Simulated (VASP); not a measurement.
# Sr3ZnIrO6: structure and properties in VASP

Aim: relax Sr3ZnIrO6, then compute properties on the relaxed cell. The steps: relaxing cell and atoms (LDA), second relaxation, density, ELF and potential (LDA), band structure (LDA), total and projected DOS (LDA), field gradients at the nuclei (LDA) and total energy, forces and stress (LDA), changed input. The start is a computed cell from the Materials Project.

Calculated with VASP 6.6.1; LDA, no spin polarisation; plane waves and PAW (Sr_sv, Zn, Ir, O).

## (1) The structure

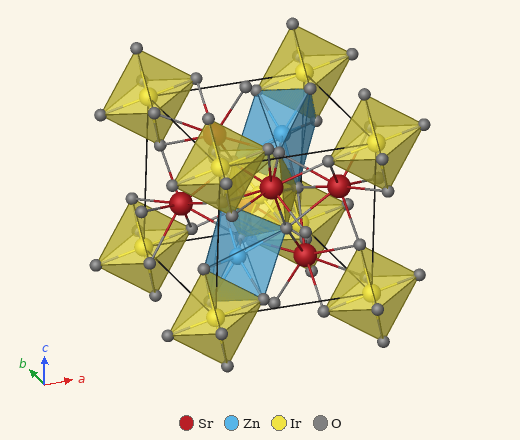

The starting structure, seen slightly off an axis (strontium red, zinc blue, iridium yellow, oxygen grey). Some periodic images of atoms are drawn too.

## (2) Relaxing cell and atoms (LDA)

Properties are meant for the cell that this level of theory prefers, so cell and atoms are relaxed first (ISIF = 3) until forces and stress are small; EDIFFG sets the threshold. LDA, the lowest rung, knows the local density alone.

INCAR reads:

```
SYSTEM = Sr3ZnIrO6
PREC = Accurate
ENCUT = 520
EDIFF = 1E-06
NELM = 100
ISMEAR = 0
SIGMA = 0.05
LREAL = Auto
ALGO = Fast
GGA = CA
NBANDS = 109
LASPH = .TRUE.
LORBIT = 11
LWAVE = .FALSE.
LCHARG = .FALSE.
KPAR = 8
IBRION = 2
NSW = 60
ISIF = 3
EDIFFG = -0.01
```

POSCAR reads:

```
Sr3ZnIrO6
1.0
    4.8429822607      2.7960971119      3.8065914238
   -4.8429822607      2.7960971119      3.8065914238
    0.0000000000     -5.5921942238      3.8065914238
Sr Zn Ir O
6 2 2 12
Direct
    0.6122950000      0.8877050000      0.2500000000
    0.2500000000      0.6122950000      0.8877050000
    0.8877050000      0.2500000000      0.6122950000
    0.3877050000      0.1122950000      0.7500000000
    0.7500000000      0.3877050000      0.1122950000
    0.1122950000      0.7500000000      0.3877050000
    0.7500000000      0.7500000000      0.7500000000
    0.2500000000      0.2500000000      0.2500000000
    0.5000000000      0.5000000000      0.5000000000
    0.0000000000      0.0000000000      0.0000000000
    0.2846770000      0.9595730000      0.0941550000
    0.0941550000      0.2846770000      0.9595730000
    0.9595730000      0.0941550000      0.2846770000
    0.5404270000      0.2153230000      0.4058450000
    0.4058450000      0.5404270000      0.2153230000
    0.2153230000      0.4058450000      0.5404270000
    0.7153230000      0.0404270000      0.9058450000
    0.9058450000      0.7153230000      0.0404270000
    0.0404270000      0.9058450000      0.7153230000
    0.4595730000      0.7846770000      0.5941550000
    0.7846770000      0.5941550000      0.4595730000
    0.5941550000      0.4595730000      0.7846770000
```

KPOINTS reads:

```
Automatic mesh
0
Gamma
4 4 4
0 0 0
```

PAW data sets: Sr_sv, Zn, Ir and O (LDA family, release 64).

Started as:

```bash
$ mpirun -np 8 vasp_std
```

What it wrote:

```text
[banner, memory and clock lines left out]
running    8 mpi-ranks, on    1 nodes
 distrk:  each k-point on    1 cores,    8 groups
 distr:  one band on    1 cores,    1 groups

 POSCAR found type information on POSCAR SrZnIrO
 POSCAR found :  4 types and      22 ions
|                                                                             |
|           W    W    AA    RRRRR   N    N  II  N    N   GGGG   !!!           |
|           W    W   A  A   R    R  NN   N  II  NN   N  G    G  !!!           |
|           W    W  A    A  R    R  N N  N  II  N N  N  G       !!!           |
|           W WW W  AAAAAA  RRRRR   N  N N  II  N  N N  G  GGG   !            |
|           WW  WW  A    A  R   R   N   NN  II  N   NN  G    G                |
|           W    W  A    A  R    R  N    N  II  N    N   GGGG   !!!           |
|                                                                             |
|     For optimal performance we recommend to set                             |
|       NCORE = 2 up to number-of-cores-per-socket                            |
|     NCORE specifies how many cores store one orbital (NPAR=cpu/NCORE).      |
|     This setting can greatly improve the performance of VASP for DFT.       |
|     The default, NCORE=1 might be grossly inefficient on modern             |
|     multi-core architectures or massively parallel machines. Do your        |
|     Unfortunately you need to use the default for GW and RPA                |
|     calculations (for HF NCORE is supported but not extensively tested      |
|     yet).                                                                   |
|                                                                             |

 LDA part: xc-table for (Slater(with rela. corr.)+CA(PZ))
 , standard interpolation
 POSCAR, INCAR and KPOINTS ok, starting setup
 FFT: planning ... GRIDC
 FFT: planning ... GRID_SOFT
 FFT: planning ... GRID
 WAVECAR not read
 entering main loop
       N       E                     dE             d eps       ncg     rms          rms(c)
DAV:   1     0.205870648957E+04    0.20587E+04   -0.80475E+04  2834   0.170E+03
DAV:   2     0.182093395411E+03   -0.18766E+04   -0.17739E+04  2834   0.482E+02
DAV:   3    -0.148332737526E+03   -0.33043E+03   -0.31721E+03  3363   0.195E+02
DAV:   4    -0.174473197944E+03   -0.26140E+02   -0.25787E+02  3548   0.585E+01
DAV:   5    -0.176396770329E+03   -0.19236E+01   -0.19178E+01  5140   0.123E+01    0.635E+01
RMM:   6    -0.153701142350E+03    0.22696E+02   -0.13314E+02  2961   0.307E+01    0.500E+01
RMM:   7    -0.151106291877E+03    0.25949E+01   -0.16361E+01  2991   0.161E+01    0.248E+01
RMM:   8    -0.151090907517E+03    0.15384E-01   -0.60240E+00  3895   0.557E+00    0.989E+00
RMM:   9    -0.151120848994E+03   -0.29941E-01   -0.10208E+00  4070   0.254E+00    0.150E+00
RMM:  10    -0.151137545440E+03   -0.16696E-01   -0.40096E-01  4487   0.134E+00    0.955E-01
RMM:  11    -0.151146025907E+03   -0.84805E-02   -0.14178E-01  4833   0.724E-01    0.325E-01
RMM:  12    -0.151153563180E+03   -0.75373E-02   -0.78138E-02  4928   0.458E-01    0.182E-01
RMM:  13    -0.151156829878E+03   -0.32667E-02   -0.32664E-02  4948   0.320E-01    0.918E-02
RMM:  14    -0.151158603117E+03   -0.17732E-02   -0.19059E-02  4983   0.248E-01    0.321E-02
RMM:  15    -0.151159622609E+03   -0.10195E-02   -0.10623E-02  5111   0.189E-01    0.402E-02
RMM:  16    -0.151160307272E+03   -0.68466E-03   -0.71237E-03  5057   0.146E-01    0.293E-02
RMM:  17    -0.151160657134E+03   -0.34986E-03   -0.36799E-03  5095   0.117E-01    0.250E-02
WARNING in EDDRMM: call to ZHEGV failed, returncode =   6  3     62
RMM:  18    -0.151160908036E+03   -0.25090E-03   -0.26035E-03  4953   0.913E-02    0.161E-02
RMM:  19    -0.151161037921E+03   -0.12988E-03   -0.13760E-03  4981   0.742E-02    0.125E-02
RMM:  20    -0.151161128423E+03   -0.90503E-04   -0.93786E-04  4940   0.597E-02    0.937E-03
RMM:  21    -0.151161182464E+03   -0.54041E-04   -0.56486E-04  4783   0.495E-02    0.113E-02
RMM:  22    -0.151161219127E+03   -0.36663E-04   -0.38491E-04  4738   0.400E-02    0.876E-03
WARNING in EDDRMM: call to ZHEGV failed, returncode =   8  4     72
RMM:  23    -0.151161242331E+03   -0.23204E-04   -0.24374E-04  4671   0.334E-02    0.113E-02
WARNING in EDDRMM: call to ZHEGV failed, returncode =   6  3     72
RMM:  24    -0.151161258567E+03   -0.16236E-04   -0.16754E-04  4574   0.277E-02    0.130E-02
WARNING in EDDRMM: call to ZHEGV failed, returncode =   8  4     51
RMM:  25    -0.151161268315E+03   -0.97483E-05   -0.10967E-04  4439   0.236E-02    0.107E-02
RMM:  26    -0.151161275638E+03   -0.73233E-05   -0.78266E-05  4256   0.200E-02    0.102E-02
WARNING in EDDRMM: call to ZHEGV failed, returncode =   8  4     62
WARNING in EDDRMM: call to ZHEGV failed, returncode =   6  3     56
RMM:  27    -0.151161280393E+03   -0.47543E-05   -0.53899E-05  4080   0.173E-02    0.899E-03
WARNING in EDDRMM: call to ZHEGV failed, returncode =   6  3     56
RMM:  28    -0.151161283999E+03   -0.36064E-05   -0.39616E-05  3851   0.150E-02    0.856E-03
RMM:  29    -0.151161286659E+03   -0.26597E-05   -0.28690E-05  3720   0.131E-02    0.874E-03
RMM:  30    -0.151161288712E+03   -0.20536E-05   -0.22258E-05  3482   0.115E-02    0.896E-03
RMM:  31    -0.151161290054E+03   -0.13415E-05   -0.16131E-05  3300   0.103E-02    0.779E-03
WARNING in EDDRMM: call to ZHEGV failed, returncode =   8  4     78
RMM:  32    -0.151161291190E+03   -0.11357E-05   -0.12906E-05  3112   0.908E-03    0.733E-03
RMM:  33    -0.151161291955E+03   -0.76583E-06   -0.97051E-06  2935   0.814E-03
   1 F= -.15116129E+03 E0= -.15114914E+03  d E =-.151161E+03
 curvature:   0.00 expect dE= 0.000E+00 dE for cont linesearch  0.000E+00
 trial: gam= 0.00000 g(F)=  0.112E+00 g(S)=  0.243E+01 ort = 0.000E+00 (trialstep = 0.100E+01)
 search vector abs. value=  0.254E+01
 bond charge predicted
       N       E                     dE             d eps       ncg     rms          rms(c)
DAV:   1    -0.172488400172E+03   -0.21327E+02   -0.49305E+02  3840   0.121E+02    0.636E+01
RMM:   2    -0.153013768338E+03    0.19475E+02   -0.81884E+01  2877   0.394E+01    0.244E+01
RMM:   3    -0.151261065924E+03    0.17527E+01   -0.23681E+01  2924   0.187E+01    0.112E+01
RMM:   4    -0.151148538136E+03    0.11253E+00   -0.59525E+00  3304   0.919E+00    0.912E+00
RMM:   5    -0.151082567688E+03    0.65970E-01   -0.17502E+00  3260   0.439E+00    0.249E+00
RMM:   6    -0.151087394125E+03   -0.48264E-02   -0.41996E-01  4386   0.192E+00    0.233E+00
RMM:   7    -0.151137958471E+03   -0.50564E-01   -0.38798E-01  4092   0.170E+00    0.219E+00
RMM:   8    -0.151112056667E+03    0.25902E-01   -0.12926E-01  4173   0.112E+00    0.805E-01
RMM:   9    -0.151116854232E+03   -0.47976E-02   -0.43608E-02  4964   0.593E-01    0.494E-01
RMM:  10    -0.151117767742E+03   -0.91351E-03   -0.23108E-02  4902   0.413E-01    0.912E-02
RMM:  11    -0.151119347539E+03   -0.15798E-02   -0.15296E-02  5003   0.285E-01    0.110E-01
RMM:  12    -0.151120286175E+03   -0.93864E-03   -0.80487E-03  5087   0.223E-01    0.530E-02
RMM:  13    -0.151121019902E+03   -0.73373E-03   -0.61601E-03  4941   0.182E-01    0.114E-01
RMM:  14    -0.151121416378E+03   -0.39648E-03   -0.37370E-03  4867   0.147E-01    0.919E-02
RMM:  15    -0.151121671150E+03   -0.25477E-03   -0.26064E-03  4973   0.122E-01    0.903E-02
RMM:  16    -0.151121873158E+03   -0.20201E-03   -0.18743E-03  5011   0.101E-01    0.758E-02
RMM:  17    -0.151122031795E+03   -0.15864E-03   -0.13667E-03  4783   0.852E-02    0.876E-02
RMM:  18    -0.151122145918E+03   -0.11412E-03   -0.10235E-03  4770   0.725E-02    0.748E-02
RMM:  19    -0.151122231829E+03   -0.85910E-04   -0.77387E-04  4701   0.625E-02    0.793E-02
RMM:  20    -0.151122289592E+03   -0.57763E-04   -0.59437E-04  4945   0.555E-02    0.714E-02
WARNING in EDDRMM: call to ZHEGV failed, returncode =   8  4     39
WARNING in EDDRMM: call to ZHEGV failed, returncode =   6  3     42
WARNING in EDDRMM: call to ZHEGV failed, returncode =   6  3     67
RMM:  21    -0.151122339394E+03   -0.49803E-04   -0.46758E-04  4513   0.471E-02    0.727E-02
RMM:  22    -0.151122379202E+03   -0.39807E-04   -0.35697E-04  4152   0.407E-02    0.679E-02
RMM:  23    -0.151122411106E+03   -0.31904E-04   -0.28886E-04  3823   0.359E-02    0.693E-02
RMM:  24    -0.151122437370E+03   -0.26265E-04   -0.22590E-04  3557   0.315E-02    0.689E-02
RMM:  25    -0.151122457040E+03   -0.19670E-04   -0.18582E-04  3474   0.284E-02    0.672E-02
WARNING in EDDRMM: call to ZHEGV failed, returncode =   6  3     70
RMM:  26    -0.151122474160E+03   -0.17120E-04   -0.14795E-04  3189   0.252E-02    0.703E-02
RMM:  27    -0.151122487685E+03   -0.13526E-04   -0.12190E-04  3082   0.223E-02    0.743E-02
RMM:  28    -0.151122497526E+03   -0.98404E-05   -0.97752E-05  3011   0.203E-02    0.668E-02
WARNING in EDDRMM: call to ZHEGV failed, returncode =   6  3     76
RMM:  29    -0.151122506621E+03   -0.90947E-05   -0.81696E-05  2886   0.181E-02    0.685E-02
RMM:  30    -0.151122512565E+03   -0.59445E-05   -0.65761E-05  2892   0.174E-02    0.588E-02
RMM:  31    -0.151122518687E+03   -0.61222E-05   -0.56167E-05  2726   0.150E-02    0.610E-02
RMM:  32    -0.151122523296E+03   -0.46084E-05   -0.45291E-05  2702   0.135E-02    0.624E-02
RMM:  33    -0.151122526408E+03   -0.31127E-05   -0.38765E-05  2644   0.131E-02    0.551E-02
RMM:  34    -0.151122526887E+03   -0.47817E-06   -0.34294E-05  3213   0.169E-02    0.171E-02
RMM:  35    -0.151122529383E+03   -0.24960E-05   -0.28117E-05  2529   0.118E-02    0.110E-02
RMM:  36    -0.151122531638E+03   -0.22551E-05   -0.22071E-05  2426   0.985E-03    0.660E-03
RMM:  37    -0.151122533553E+03   -0.19154E-05   -0.19087E-05  2373   0.916E-03    0.422E-03
RMM:  38    -0.151122535155E+03   -0.16018E-05   -0.15503E-05  2308   0.821E-03    0.398E-03
RMM:  39    -0.151122536564E+03   -0.14087E-05   -0.13570E-05  2097   0.719E-03    0.371E-03
RMM:  40    -0.151122537715E+03   -0.11516E-05   -0.11048E-05  2173   0.636E-03    0.514E-03
RMM:  41    -0.151122538691E+03   -0.97544E-06   -0.95052E-06  1842   0.564E-03
   2 F= -.15112254E+03 E0= -.15111258E+03  d E =0.387533E-01
[...]
WARNING in EDDRMM: call to ZHEGV failed, returncode =   8  4     64
WARNING in EDDRMM: call to ZHEGV failed, returncode =   8  4     53
[...]
WARNING in EDDRMM: call to ZHEGV failed, returncode =   6  3     82
[...]
WARNING in EDDRMM: call to ZHEGV failed, returncode =   8  4     39
[...]
WARNING in EDDRMM: call to ZHEGV failed, returncode =   8  4     76
[... from here on, the cycles between the ionic steps are left out ...]
   3 F= -.15184262E+03 E0= -.15183174E+03  d E =-.681324E+00
   4 F= -.15184267E+03 E0= -.15183182E+03  d E =-.681381E+00
[...]
WARNING in EDDRMM: call to ZHEGV failed, returncode =   6  3     66
[...]
WARNING in EDDRMM: call to ZHEGV failed, returncode =   8  4     71
   5 F= -.15190161E+03 E0= -.15189091E+03  d E =-.589352E-01
[...]
WARNING in EDDRMM: call to ZHEGV failed, returncode =   8  4     41
   6 F= -.15190274E+03 E0= -.15189207E+03  d E =-.600705E-01
   7 F= -.15190260E+03 E0= -.15189194E+03  d E =-.599288E-01
   8 F= -.15190439E+03 E0= -.15189371E+03  d E =-.179278E-02
[...]
WARNING in EDDRMM: call to ZHEGV failed, returncode =   6  3     67
WARNING in EDDRMM: call to ZHEGV failed, returncode =   8  4     68
[...]
WARNING in EDDRMM: call to ZHEGV failed, returncode =   6  3     38
[...]
WARNING in EDDRMM: call to ZHEGV failed, returncode =   6  3     40
   9 F= -.15190501E+03 E0= -.15189429E+03  d E =-.240354E-02
  10 F= -.15190523E+03 E0= -.15189452E+03  d E =-.262388E-02
  11 F= -.15190598E+03 E0= -.15189531E+03  d E =-.758131E-03
  12 F= -.15190599E+03 E0= -.15189532E+03  d E =-.765123E-03
  13 F= -.15190615E+03 E0= -.15189549E+03  d E =-.159308E-03
 trial-energy change:   -0.000159  1 .order   -0.000176   -0.000217   -0.000135
 step:   1.5907(harm=  1.5907)  dis= 0.00120  next Energy=  -151.906278 (dE=-0.287E-03)
 bond charge predicted
       N       E                     dE             d eps       ncg     rms          rms(c)
DAV:   1    -0.151906617451E+03   -0.46739E-03   -0.66605E-02  2884   0.911E-01    0.163E-01
RMM:   2    -0.151906439132E+03    0.17832E-03   -0.15562E-03  2842   0.164E-01    0.885E-02
RMM:   3    -0.151906374007E+03    0.65125E-04   -0.33736E-04  3106   0.701E-02    0.430E-02
RMM:   4    -0.151906354445E+03    0.19562E-04   -0.89962E-05  3522   0.328E-02    0.159E-02
RMM:   5    -0.151906354920E+03   -0.47443E-06   -0.20962E-05  4151   0.148E-02    0.662E-03
RMM:   6    -0.151906355350E+03   -0.43030E-06   -0.67315E-06  2931   0.687E-03
  14 F= -.15190636E+03 E0= -.15189572E+03  d E =-.364357E-03
 curvature:  -0.96 expect dE=-0.150E-04 dE for cont linesearch -0.798E-06
 trial: gam= 0.06558 g(F)=  0.359E-05 g(S)=  0.120E-04 ort =-0.190E-04 (trialstep = 0.800E+00)
 search vector abs. value=  0.150E-04
 reached required accuracy - stopping structural energy minimisation
```

It took 15 min on 8 MPI ranks of Intel Xeon 6975P-C (Granite Rapids), shared host; peak memory 4.1 GiB.

Lines that name or quote the potential files are left out of all logs, and their timing lines are given in words.

[end of part 1 of 8]

[Lines on the potential files, build, host, timing and source positions are cut from VASP's logs without a mark.]

[Logs are printed without paths, hosts, clocks, repeated set-up lines and the standing remarks that a program may print on its own settings, such as how far it seeks lower states.]

[Hosts, paths, dates, database ids (printed as entryN), source tags and the programs' standing remarks are cut or masked in the printed files.]

[A measured line is paired with the nearest computed mode of its activity, which favours agreement.]

[In band tables of VASP the shares of atoms and orbitals are scaled to a sum of 1 inside the atoms' spheres.]
